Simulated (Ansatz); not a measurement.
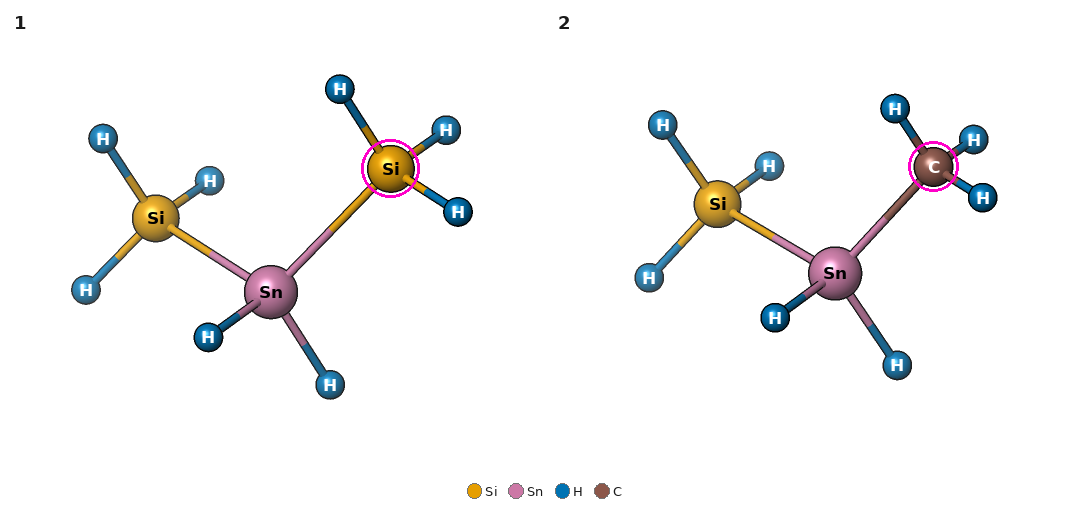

2 molecules with one skeleton, seen from the same side and at one scale; the atom that differs is circled. Each species is neutral and a spin singlet. Computed geometries: PBE0-D4/def2-TZVP optimisations, one conformation each. Properties computed with Ansatz 0.2.0. Elements past Kr carry core potentials.

One atom differs, called X below: Si in panel 1, C in panel 2. Their formulas are H8Si2Sn (`[SiH3][SnH2][SiH3]`), CH8SiSn (`[CH3][SnH2][SiH3]`).

In which is the harmonic zero-point energy higher (PBE0-D4/def2-TZVP)?

In panel 2 (X = C).

In which is the mean length of X–H larger (PBE0-D4/def2-TZVP)?

In panel 1 (X = Si).

Give the values. With PBE0-D4/def2-TZVP: mean length of X–H (Å), length of X–Sn (Å), mean angle Sn–X–H (°), dipole moment (D), harmonic zero-point energy (kJ/mol). With PBE0-D4/def2-SVP: HOMO energy (Kohn–Sham orbital) (eV), HOMO–LUMO gap (eV).

| quantity | 1 (Si) | 2 (C) | 2 − 1 |
| --- | --- | --- | --- |
| mean length of X–H (Å) | 1.487 | 1.090 | −0.397 |
| length of X–Sn (Å) | 2.563 | 2.145 | −0.418 |
| mean angle Sn–X–H (°) | 110.2 | 109.9 | −0.3 |
| HOMO energy (Kohn–Sham orbital) (eV) | −7.69 | −7.72 | −0.03 |
| HOMO–LUMO gap (eV) | 7.56 | 8.00 | +0.44 |
| dipole moment (D) | 0.16 | 0.74 | +0.58 |
| harmonic zero-point energy (kJ/mol) | 164.1 | 194.3 | +30.2 |
